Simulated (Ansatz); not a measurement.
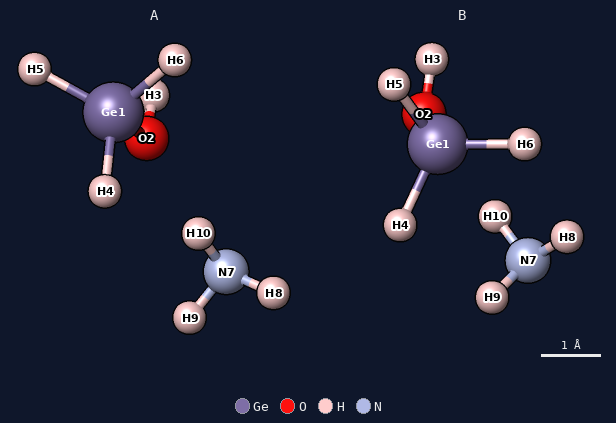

Two geometries of GeNH₇O, drawn at one scale. One is the start of a relaxation, the other its converged end. Style: ball-and-stick. Shown from a free direction.

Level of theory: Ansatz 0.2.0, RKS PBE0-D4/def2-SVPD. (no spin polarisation; force threshold 0.03 eV/Å; at most 50 steps)

Q: Which of the two is the end point?

A: Structure A is the relaxed one. The run prepares an end point of a later path (reaction) calculation, from a guessed geometry. The largest move after the best rigid fit is that of H6, 1.83 Å. By element the largest moves are H 1.83 Å, O 0.92 Å, N 0.86 Å, Ge 0.85 Å. Some distances before and after: N7–H10 1.034 → 1.020 Å, Ge1–O2 1.783 → 1.797 Å, Ge1–H5 1.545 → 1.539 Å. Bond angles that change, for instance: H8–N7–H9 109.4° → 106.7°, O2–Ge1–H4 106.1° → 103.6°, O2–Ge1–H5 107.0° → 109.3°. After 32 accepted moves (37 points after the start) the energy has fallen by 0.112 eV. The largest force component goes from 0.64 to 0.022 eV/Å. The line search rejected the trial steps at points 6, 7, 15, 21, 27 of the run. The forces were under the threshold at step 19, but the run went on from there.

Limits of the set-up: the start holds two separate molecules, 2.2 Å apart at their closest, whose relative position is a soft coordinate.
